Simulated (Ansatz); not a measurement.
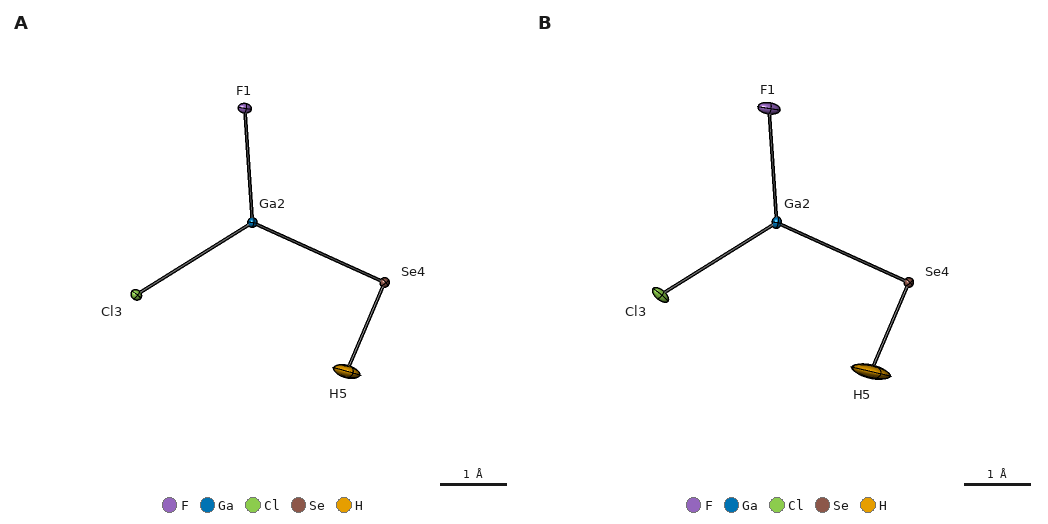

Displacement ellipsoids at the 50 % level, scaled by 0.7, from the internal vibrations of the free molecule (harmonic, no overall translation or rotation; no half-axis is drawn under 0.075 Å). Vibrations computed with RKS PBE0-D4/def2-TZVP (Ansatz 0.2.0). One panel is for 200 K, the other for 600 K.

**Which panel is for 600 K?**

B.

**How much does the mean-square displacement of F1 grow, and why?**

U_eq goes from 0.0053 to 0.0144 Å², a factor of 2.7. Modes below kT (417 cm⁻¹ at 600 K) grow about in proportion to T, and the lowest lies at 91 cm⁻¹; the mean-square amplitude of a mode is its zero-point value times coth(ħω/2kT), which comes close to 1 only above about 3kT.
